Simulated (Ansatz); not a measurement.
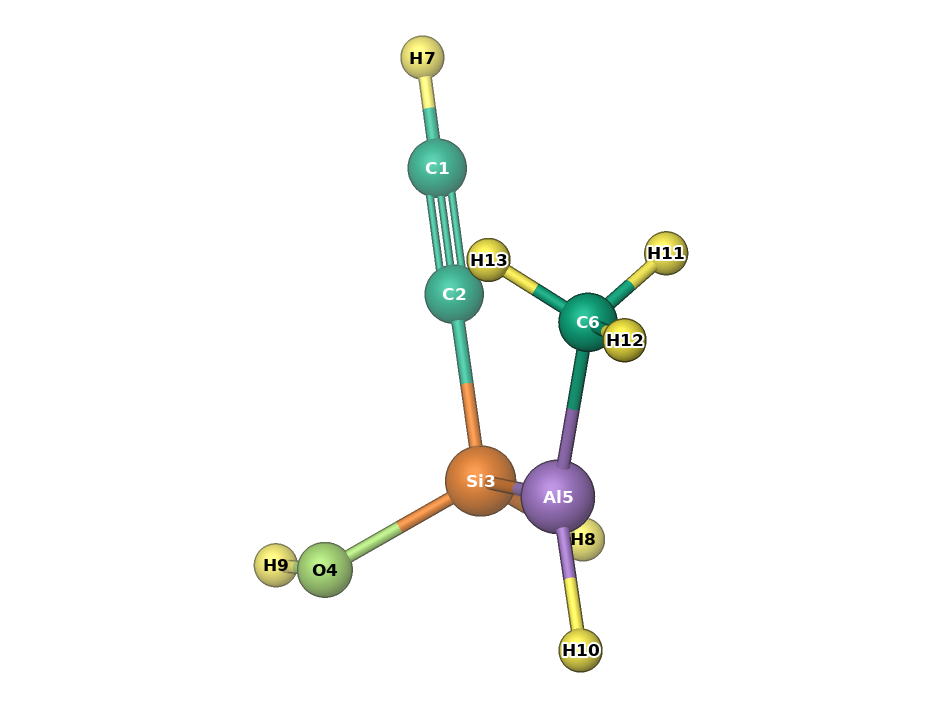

Si3 lies behind Al5. The molecule seen a little off the Al5–Si3 bond, Al5 in front. Atoms fade into the background with distance from the viewer. Computed geometry: PBE-D4/def2-SVP optimisation. No frequency run is at hand to confirm it as a minimum.

Q: What is the torsion angle C6–Al5–Si3–O4? The sign is positive where the front bond must turn clockwise to cover the back bond.

A: −121°, anticlinal.
